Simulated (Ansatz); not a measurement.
# C2H6O2Si: the cost of one run

Computed with Ansatz 0.2.0, driven from Python. The levels of theory stand in the script.

**1. Starting point**

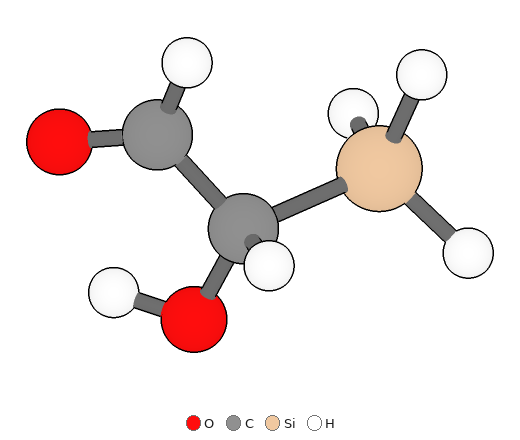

The structure that the script starts from, seen from a chosen angle (oxygen red, carbon grey, silicon light orange, hydrogen white).

No structure file is read: the coordinates are typed or built in the script.

**2. Script**

c2h6o2si.py reads:

```python
from pathlib import Path

import ansatz as az
import numpy as np

geometry_ang = [
    ("O", [-1.5996, -0.4751, 1.7078]),
    ("C", [-0.544, -0.0341, 1.3385]),
    ("C", [0.1222, -0.563, 0.0803]),
    ("O", [-0.5746, -1.6036, -0.479]),
    ("Si", [0.6375, 0.8322, -1.0765]),
    ("H", [0.0193, 0.7236, 1.9383]),
    ("H", [1.1025, -1.0426, 0.4469]),
    ("H", [-1.4331, -1.6445, 0.0501]),
    ("H", [1.4548, 0.3722, -2.1616]),
    ("H", [-0.5626, 1.5539, -1.5449]),
    ("H", [1.443, 1.824, -0.2794]),
]
c2h6o2si = az.Crystal.molecule()
for symbol, xyz in geometry_ang:
    c2h6o2si = c2h6o2si.atom(symbol, xyz)

job = c2h6o2si.calculation().basis(gaussian="cc-pVDZ")

print("functional    E (Ha)        dipole (D)   HOMO (eV)  LUMO (eV)")
for name in ["pbe0", "lda", "r2scan", "lc_wpbe", "hse06", "revpbe"]:
    summary = job.functional(name).forces().orbitals().run(runs_dir="runs").report
    lines = Path(summary["orbitals_path"]).read_text().splitlines()
    field_of = lambda key: [line.split("=")[1].strip() for line in lines if line.startswith(key)]
    orbitals = [(27.211386 * float(e), s, float(n)) for e, s, n in zip(field_of("Ene="), field_of("Spin="), field_of("Occup="))]
    homo = max(e for e, _, n in orbitals if n > 0.5)
    lumo = min(e for e, _, n in orbitals if n < 0.5)
    dipole = 4.803205 * np.linalg.norm(summary["charge_distribution"]["dipole_moment_e_ang"])
    print(f"{name:10s} {summary['free_energy_ev'] / 27.211386246:14.6f} {dipole:9.3f} {homo:11.3f} {lumo:10.3f}")
```

**3. The calls as engine input**

The engine receives this input (first run):

```yaml
crystal:
  periodic: [false, false, false]
  atoms:
    - { symbol: O, position_ang: [-1.5996, -0.4751, 1.7078] }
    - { symbol: C, position_ang: [-0.544, -0.0341, 1.3385] }
    - { symbol: C, position_ang: [0.1222, -0.563, 0.0803] }
    - { symbol: O, position_ang: [-0.5746, -1.6036, -0.479] }
    - { symbol: Si, position_ang: [0.6375, 0.8322, -1.0765] }
    - { symbol: H, position_ang: [0.0193, 0.7236, 1.9383] }
    - { symbol: H, position_ang: [1.1025, -1.0426, 0.4469] }
    - { symbol: H, position_ang: [-1.4331, -1.6445, 0.0501] }
    - { symbol: H, position_ang: [1.4548, 0.3722, -2.1616] }
    - { symbol: H, position_ang: [-0.5626, 1.5539, -1.5449] }
    - { symbol: H, position_ang: [1.443, 1.824, -0.2794] }
basis:
  gaussian:
    orbitals: cc-pVDZ
hamiltonian:
  xc: pbe0
output:
  orbitals: {}
  forces: true
```

**4. Launch**

The run is started by

```console
$ python c2h6o2si.py
```

What time and memory should one allow on 1 thread of Arm Neoverse V2, shared host?

About 25 s, with a peak of 0.3 GiB.
